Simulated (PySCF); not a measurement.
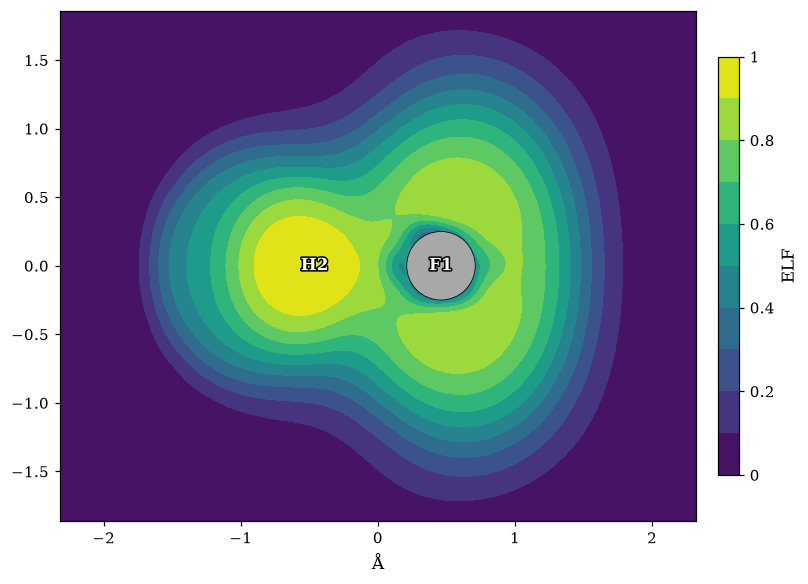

Figure 1: HF (SMILES F). ELF on a plane that holds the molecular axis. Grey discs cover the atomic cores.

Geometry: PBE0-D3(BJ)/def2-SVP.

Method: PySCF, DFT single point, gas phase, functional B3LYP.

What does the map show?

Answer. The section cuts through F and H sites.
F–H (0.92 Å): the ELF climbs to about 1 towards the hydrogen, as it does in any bond to H; an ordinary covalent bond to hydrogen.
The ELF also peaks beside F1, away from the bonds: lone-pair regions.
